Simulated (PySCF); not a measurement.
# C3H8AsGaO: what the fields show

```yaml
atoms:
  - { symbol: C, position_ang: [-1.5130, 0.2812, -1.0743] }
  - { symbol: C, position_ang: [-1.1845, 0.2544, 0.2175] }
  - { symbol: C, position_ang: [-1.6567, -0.7639, 1.1499] }
  - { symbol: O, position_ang: [-2.7854, -1.1228, 1.3512] }
  - { symbol: Ga, position_ang: [0.2440, 1.5009, 0.9395] }
  - { symbol: As, position_ang: [2.1319, -0.5205, 0.5772] }
  - { symbol: H, position_ang: [-1.1322, 1.0675, -1.7194] }
  - { symbol: H, position_ang: [-2.1506, -0.4619, -1.5354] }
  - { symbol: H, position_ang: [-0.8038, -1.1812, 1.7675] }
  - { symbol: H, position_ang: [0.4520, 1.7586, 2.4705] }
  - { symbol: H, position_ang: [0.8822, 2.4920, -0.0999] }
  - { symbol: H, position_ang: [2.2979, -0.3839, -0.8962] }
  - { symbol: H, position_ang: [1.6691, -1.9282, 0.4034] }
  - { symbol: H, position_ang: [3.5482, -0.9925, 0.7064] }
```

Geometry: GFN2-xTB.

Level of theory: PySCF, PBE0/def2-SVPD, SCF density, gas phase.

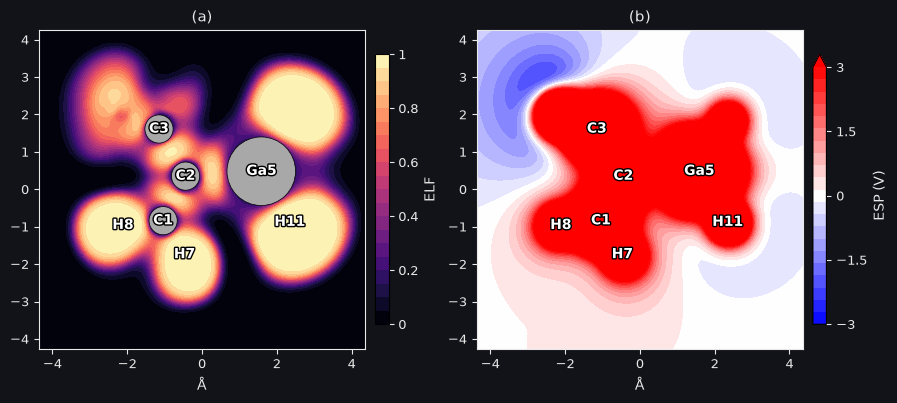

Figure 1. (a) ELF; (b) molecular electrostatic potential on the plane of atoms C1, C2 and Ga5. Grey discs cover the atomic cores in the ELF map.

Q: Read the bonding off the picture.

A:
- Atoms in the plane: C, Ga and H.
- C–C (1.33 Å): the ELF peaks at about 0.95 between the atoms: a short, multiple covalent bond.
- C–Ga (2.03 Å): the ELF peaks at about 0.95 in the valence shell of C, 0.7 Å from its nucleus, and is about 0.60 at the midpoint.
- C–H (1.08 Å): the ELF climbs to about 1 towards the hydrogen, as it does in any bond to H; an ordinary covalent bond to hydrogen.
- C–C (1.46 Å): the ELF peaks at about 0.95 between the atoms, as expected for a covalent bond.
- The ELF also peaks beside O4, away from the bonds: lone-pair regions.
- Outside the dense part of the molecule the potential is most negative (−2.1 V) near O4, which lies off the plane.

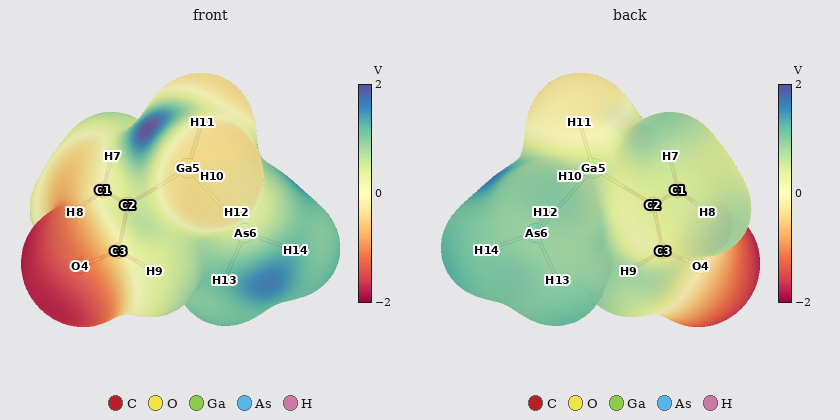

Figure 2. The electrostatic potential painted on the density surface at 0.002 e/bohr³, seen from the front and from behind; red is negative and blue positive.

Q: Which sites attract a positive test charge, and which a negative one?

A: A positive charge is drawn to the negative regions and a negative charge to the positive ones. The most negative region (about −1.8 V) lies over O4, the most positive (about +1.8 V) over Ga5 and As6. O4 is the likeliest acceptor of a hydrogen bond.

Q: How polar is the molecule by this calculation?

A: Its dipole moment is 4.71 D.
